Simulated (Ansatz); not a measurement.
# MP2/3-21G run of PH3 (SMILES P)

What is the electronic atomisation energy of PH3 at MP2/3-21G? 

The results are computed with Ansatz 0.2.0.

60 further runs of the same task are left out: 2 that didn't finish, 58 set aside as unsound or not needed.

### 1 Starting point

PH3 has 4 atoms, charge 0, and is taken as a singlet. SMILES: `P`. The shape is that of a PBE0-D4/def2-TZVP optimisation.

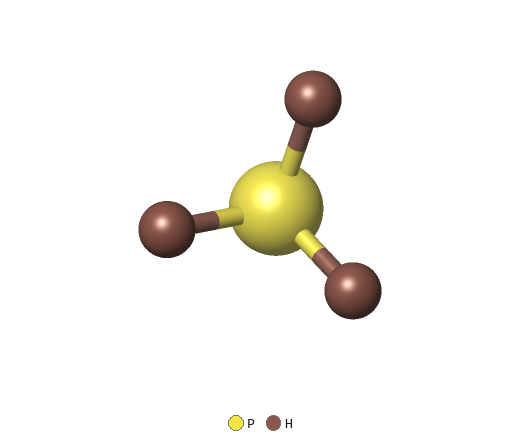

Viewed from a chosen angle; phosphorus yellow, hydrogen brown.

### 2 The energy at MP2/3-21G

Contents of in.yaml:

```yaml
crystal:
  periodic: [false, false, false]
  atoms:
    - {symbol: P, position_ang: [0.346000, -0.326500, -0.332800]}
    - {symbol: H, position_ang: [0.630900, -0.034000, 1.027000]}
    - {symbol: H, position_ang: [-1.005500, -0.663000, -0.057200]}
    - {symbol: H, position_ang: [0.028700, 1.023500, -0.636900]}
basis:
  gaussian:
    orbitals: 3-21G.json
correlation:
  method: mp2
  frozen_orbitals: {H: 0, P: 5}
accuracy: high
```

The basis set 3-21G is read from a file made from the Basis Set Exchange's data (not shown).

On the command line:

```
ansatz run in.yaml --threads 1 --pin off --max-ram 2610MiB --events-out events.jsonl --progress --plain --runs-dir runs
```

What it wrote:

```text
Warning: RAYON_NUM_THREADS=1 ignored (pool sized by the plan → 1); use --threads N
Functional definition: HF
  name "HF"
  exchange = exact_x
  correlation = 0
370 factors; integrals over basis functions are off by at most 2.8e-9 eV
mean field evaluation 1: about -9270.6561 eV, gradient 8.7e0 eV
mean field evaluation 2: about -9270.6541 eV, gradient 8.7e0 eV
mean field evaluation 4: about -9271.0206 eV, gradient 4.4e-1 eV
mean field evaluation 8: about -9271.0216 eV, gradient 1.1e-6 eV
mean field -9271.02159957 eV, -340.7037596601 hartree, gradient 3.2e-8 eV, S^2 0.000000; 0 other end points of the search recorded, 0 dependent functions left out
5 core orbitals not correlated: weight in the atoms' cores, before any rotation towards them, 1.000 or more for the frozen orbitals, at most 0.000 for the correlated occupied ones
reference -9271.02159957 eV, -340.7037596601 hartree; 4, 4 occupied and 10, 10 virtual orbitals, 370 factors
second order -1.79521838 eV of doubles, -0.00000000 eV of singles
Total energy: -9272.81681795 eV, -340.7697327188 hartree
```

Wall time 0.1 s (1 thread of Arm Neoverse V1, shared host).

### 3 The H atom: the energy at UHF/3-21G

Contents of molecule.yaml:

```yaml
crystal:
  periodic: [false, false, false]
  atoms:
    - {symbol: H, position_ang: [0.000000, 0.000000, 0.000000]}
basis:
  gaussian:
    orbitals: 3-21G.json
accuracy: high
hamiltonian:
  xc: hf
magnetization:
  spin_polarized: true
  initial_magnetization: 1
```

The basis set 3-21G is read from a file made from the Basis Set Exchange's data (not shown).

On the command line:

```
ansatz run molecule.yaml --threads 1 --pin off --max-ram 2610MiB --events-out events.jsonl --progress --plain --runs-dir runs
```

What it wrote:

```text
Warning: RAYON_NUM_THREADS=1 ignored (pool sized by the plan → 1); use --threads N
[... 4 set-up lines as earlier in the session ...]
3 factors; integrals over basis functions are off by at most 1.3e-8 eV
mean field evaluation 1: about -13.4868 eV, gradient 1.3e0 eV
mean field evaluation 2: about -13.4868 eV, gradient 1.3e0 eV
mean field evaluation 4: about -13.5023 eV, gradient 2.1e-5 eV
mean field evaluation 8: about -13.5023 eV, gradient 1.0e-12 eV
mean field -13.50225274 eV, -0.4961986360 hartree, gradient 4.5e-8 eV, S^2 0.750000; 0 other end points of the search recorded, 0 dependent functions left out
reference -13.50225274 eV, -0.4961986360 hartree; 1, 0 occupied and 1, 2 virtual orbitals, 3 factors
Total energy: -13.50225274 eV, -0.4961986360 hartree
```

It took 0.04 s on 1 thread of Arm Neoverse V1, shared host.

### 4 The P atom

Contents of job.yaml:

```yaml
crystal:
  periodic: [false, false, false]
  atoms:
    - symbol: P
      position_ang: [0.000000, 0.000000, 0.000000]
basis:
  gaussian: {orbitals: 3-21G.json}
magnetization: {spin_polarized: true, initial_magnetization: 3}
correlation: {method: mp2, frozen_orbitals: {P: 5}}
accuracy: high
```

The basis set 3-21G is read from a file made from the Basis Set Exchange's data (not shown).

Run the same way, it converges to -339.01314 Eh (log not shown).

### 5 Results

At MP2/3-21G, 5 core orbitals frozen:

| quantity | value |
| --- | --- |
| molecule: total energy | -340.76973 Eh |
| molecule: correlation energy (5 core orbitals frozen) | -66.0 mEh |
| H atom: total energy | -0.49620 Eh |
| H atom: ⟨S²⟩ | 0.750 |
| P atom: total energy | -339.01314 Eh |
| P atom: correlation energy (5 core orbitals frozen) | -13.1 mEh |
| P atom: ⟨S²⟩ of the reference determinant | 3.750 |
| electronic atomisation energy | 7.293 eV |

Taking the molecule apart into free atoms costs 7.29 eV (168 kcal/mol), before zero-point energy and without spin-orbit coupling. The basis has no polarisation functions, which makes bonds too weak.
